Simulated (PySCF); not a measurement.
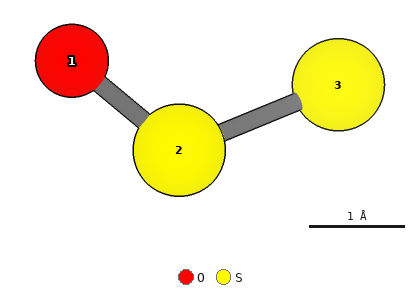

**Figure 1.** The structure as given in the input (ball-and-stick view, seen at a tilt; atoms are numbered from 1 in the order of the input). Bond lengths as drawn: O–S 1.47 Å and S–S 1.90 Å.

## Excited-state calculation of S$_{2}$O

- system: S$_{2}$O (Disulfur monoxide), SMILES O=S=S
- method: TDDFT HF/def2-SVPD, vertical, gas phase, core orbitals frozen in the response (PySCF 2.14.0)

The geometry comes from this level: PBE0-D3(BJ)/def2-SVP.

Output:
```
final grid: 34704 points
cycle   1  E = -869.4463402932  dE =  5.955e-01  |g| = 6.307e-01  |ddm| = 2.374e+00
cycle   2  E = -869.4807915889  dE = -3.445e-02  |g| = 5.569e-01  |ddm| = 1.018e+00
cycle   3  E = -869.5450611038  dE = -6.427e-02  |g| = 7.599e-02  |ddm| = 4.791e-01
cycle   4  E = -869.5466249998  dE = -1.564e-03  |g| = 3.208e-02  |ddm| = 1.115e-01
cycle   5  E = -869.5470463872  dE = -4.214e-04  |g| = 8.458e-03  |ddm| = 6.506e-02
cycle   6  E = -869.5470952664  dE = -4.888e-05  |g| = 3.175e-03  |ddm| = 1.724e-02
cycle   7  E = -869.5471072451  dE = -1.198e-05  |g| = 1.381e-03  |ddm| = 1.161e-02
cycle   8  E = -869.5471098360  dE = -2.591e-06  |g| = 6.369e-04  |ddm| = 5.763e-03
cycle   9  E = -869.5471104652  dE = -6.291e-07  |g| = 2.809e-04  |ddm| = 2.836e-03
cycle  10  E = -869.5471106231  dE = -1.579e-07  |g| = 8.571e-05  |ddm| = 1.627e-03
cycle  11  E = -869.5471106378  dE = -1.472e-08  |g| = 1.506e-05  |ddm| = 5.966e-04
cycle  12  E = -869.5471106380  dE = -2.192e-10  |g| = 5.875e-06  |ddm| = 4.614e-05
converged SCF energy = -869.5471106380

Static polarisability (au): isotropic 44.492, principal 30.813 35.167 67.496

Singlet excitations
state   eV       nm        f      main configurations
  1   2.4001    516.6   0.00017   H->L 0.96
  2   3.0633    404.7   0.00013   H-2->L 0.94
  3   4.1551    298.4   0.12205   H-1->L 0.91
  4   6.8688    180.5   0.00162   H->L+1 0.36, H->L+8 0.34, H->L+5 0.16
  5   7.0326    176.3   0.00020   H-1->L+8 0.34, H-1->L+1 0.22, H-1->L+5 0.12
  6   7.6309    162.5   0.00132   H-5->L 0.91
  7   7.9048    156.8   0.00010   H-4->L 0.83
  8   7.9181    156.6   0.00765   H->L+2 0.17, H->L+9 0.10, H-2->L+3 0.09
  9   8.0689    153.7   0.00495   H-1->L+2 0.23, H-1->L+1 0.21, H-1->L+9 0.16
 10   8.2582    150.1   0.06507   H->L+2 0.47, H->L+3 0.20, H->L+5 0.12

Triplet excitations (Tamm-Dancoff, eV): 1.4464 1.7362 2.5881 5.4958
Vertical ionisation energy (delta-SCF) = 9.5979 eV
```

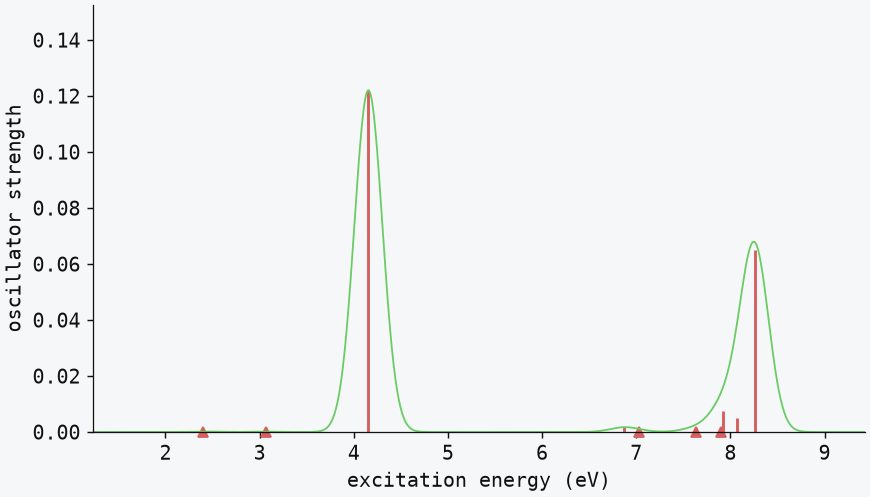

**Figure 2.** Computed excitations as sticks (degenerate states added up, dark ones marked on the axis), with a Gaussian envelope of 0.35 eV full width at half maximum, scaled to the tallest. Of the 10 states the lowest lies at 2.40 eV (f = 0.000); the strongest line is at 4.16 eV, or 298 nm (f = 0.122).

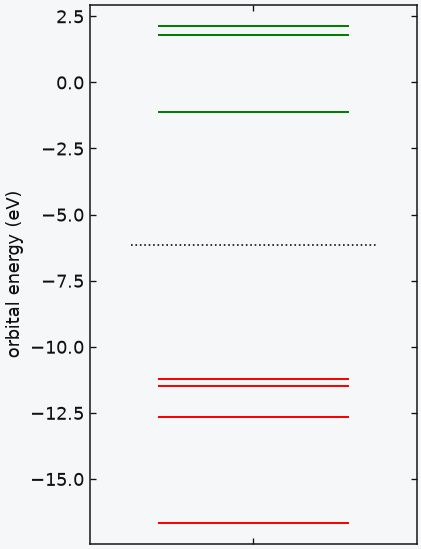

**Figure 3.** Orbital energies near the frontier; the dotted line parts filled from empty levels, and levels within 0.02 eV of each other stand side by side. Highest filled −11.20 eV, lowest empty −1.12 eV, 10.08 eV apart.

This output came from the following input.

Input:
```
{"job": {"kind": "uv", "xc": "HF", "basis": "def2-SVPD", "ip": true}, "charge": 0, "multiplicity": 1}
O     -1.399089     0.057276    -0.002709
S     -0.089906    -0.620872    -0.007346
S      1.472585     0.466396    -0.009835
```

The first line tells a small driver script what to run in PySCF; the rest is the geometry in Å.

Launch command:
```bash
OMP_NUM_THREADS=1 python <driver script> task.json out
```

Results in brief:

| quantity | value |
| --- | --- |
| outcome | converged |
| total energy | −869.547111 hartree |
| HOMO | −11.20 eV |
| LUMO | −1.12 eV |
| dipole moment | 1.92 D |
| mean polarisability | 44.49 a.u. |
| vertical ionisation energy | 9.60 eV |
| lowest singlet excitation | 2.40 eV |
| hardware | 1 CPU thread, shared host |
| wall time | 4.6 s |
| peak memory | 0.36 GiB |
